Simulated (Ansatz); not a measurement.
## Ti3O5: pressure series

Start from Ti3O5 (space group C2/m, No. 12; a = 9.630 Å, b = 3.848 Å, c = 9.180 Å, α = 90.00°, β = 91.12°, γ = 90.00°).

Cell and atoms are relaxed at each pressure.

The values are results of Ansatz (a program for electronic structure), PBEsol, PAW, cutoff 420 eV, no spin-orbit coupling, not measurements.

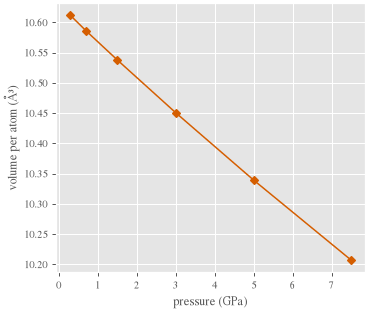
Fig. 1. Volume against pressure

**Question.** Estimate the zero-pressure bulk modulus from the plot.

**Answer.** About 170 GPa; a third-order Birch–Murnaghan fit to the points gives V₀ = 10.63 Å³/atom, B₀ = 171 GPa and B₀′ = 3.9.

Load acts through the strain it causes; cell and atoms are relaxed under it. Stability against distortions was not tested. Competing high-pressure phases were not computed. No Hubbard U is applied, and correlation can decide whether such a compound is a metal. All final runs are without spin polarisation.
